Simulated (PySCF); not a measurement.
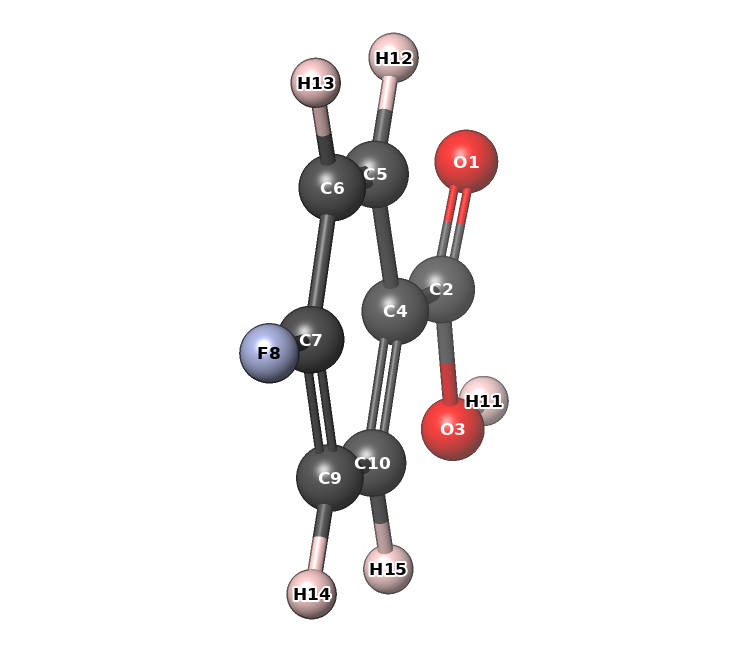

C2 lies behind C4. The molecule seen a little off the C4–C2 bond, C4 in front. Depth is shown by fading: the farther an atom, the more it takes the colour of the background. The geometry was computed by an optimisation with PBE0-D3(BJ)/def2-TZVP. No frequency run is at hand to confirm it as a minimum.

Q: What is the torsion angle C5–C4–C2–O3? The sign is positive where the front bond must turn clockwise to cover the back bond.

A: −178°, antiperiplanar (anti).
